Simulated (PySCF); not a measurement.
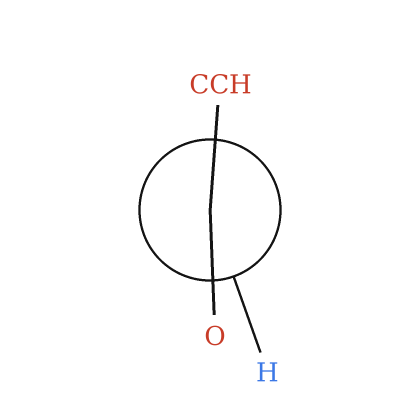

A Newman projection along the C–O bond, carbon in front; angles are drawn as computed, but eclipsed bonds slightly apart. Geometry: a frame of a GFN2-xTB molecular-dynamics simulation, not a minimum.

Which molecule is it?

C3H2O2, C#CC(=O)O

What is the torsion angle from the front O to the back H? The sign is positive where the front bond must turn clockwise to cover the back bond.

−5°, synperiplanar (eclipsed).
